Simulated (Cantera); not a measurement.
Charge: 1 mol Si2H6, a varied amount of O3, 21 mol N2, held at 1400 °C and 10000 Pa.

Cantera equilibrium calculation (NASA polynomials, part measured and part estimated; ideal gas, pure solids and liquids). Candidate condensed phases: H2O, Si, SiO2, Si2N2O, Si3N4; 35 gas species. The feed counts by its element totals alone. Mutual solubility and eutectic melting of coexisting phases are not modelled. The tables hold silica as quartz up to 1696 K and as liquid above; real silica turns to tridymite and cristobalite and melts near 1996 K. Rates play no part.

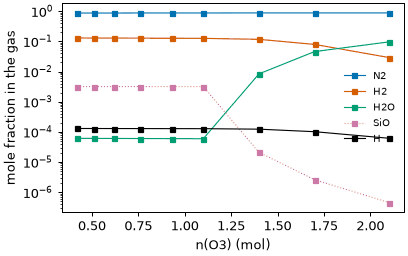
Figure: Equilibrium gas composition (values under 1e-9 drawn at 1e-9)

Task: Read off the mole fractions at 1.4 mol O3.

Result: N2 about 0.87, H2 about 0.12, H2O about 0.0084, H about 0.00012, SiO about 2.1e-5.
